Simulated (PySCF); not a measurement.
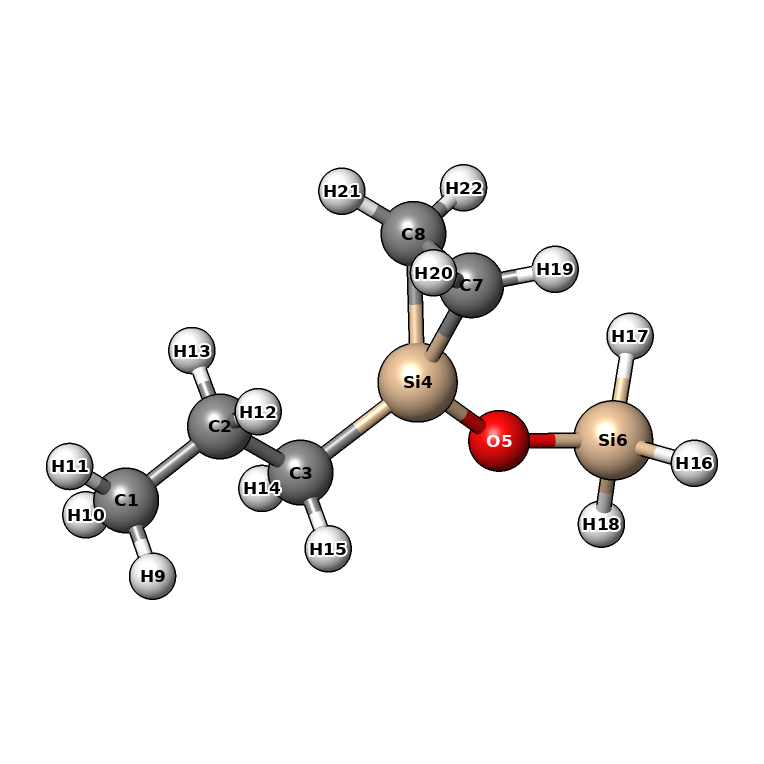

Every bond is drawn as one stick. The geometry was computed by an optimisation with GFN2-xTB. No frequency run is at hand to confirm it as a minimum. Level of theory: PBE0/pcSseg-1 (PySCF 2.14.0).

List the Mayer bond orders of C1–C2, C2–C3, C3–Si4, Si4–O5, Si4–C7, Si4–C8, O5–Si6, C7–C8 (bonds between heavy atoms, one of each equivalent set).

| bond | Mayer order | length (Å) |
| --- | --- | --- |
| C1–C2 | 1.07 | 1.524 |
| C2–C3 | 1.02 | 1.524 |
| C3–Si4 | 0.92 | 1.887 |
| Si4–O5 | 0.95 | 1.627 |
| Si4–C7 | 0.92 | 1.879 |
| Si4–C8 | 0.93 | 1.879 |
| O5–Si6 | 0.92 | 1.625 |
| C7–C8 | 0.87 | 1.559 |

The geometry is semi-empirical. Around Si such bond lengths and angles can be off by a tenth of an ångström or more and by several degrees, and values that hang on the shape move with them.
